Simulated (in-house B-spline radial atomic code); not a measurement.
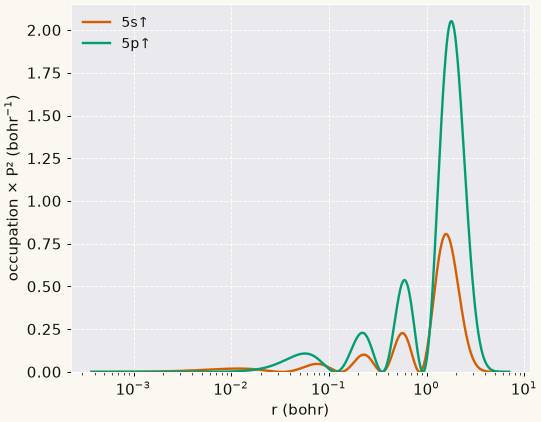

The xenon ion Xe³⁺ in the configuration [Kr] 4d10 5s2 5p3 (high spin). Theory: scalar-relativistic (spin-free one-electron X2C) LDA (Slater, VWN5), spin-polarised, spherical fractional occupations, Fermi nucleus, basis-set limit (computed with an in-house B-spline radial code). Radial functions and radii carry no picture-change correction.

The plot shows the radial probability densities P² of 5s up and 5p up, each times its occupation.

What does the plot show?

Answer. 5s up: outer maximum at 1.58 bohr, ⟨r⟩ = 1.74 bohr, 4 nodes, eigenvalue −51.5 eV; 5p up: outer maximum at 1.79 bohr, ⟨r⟩ = 2.00 bohr, 3 nodes, eigenvalue −38.2 eV.
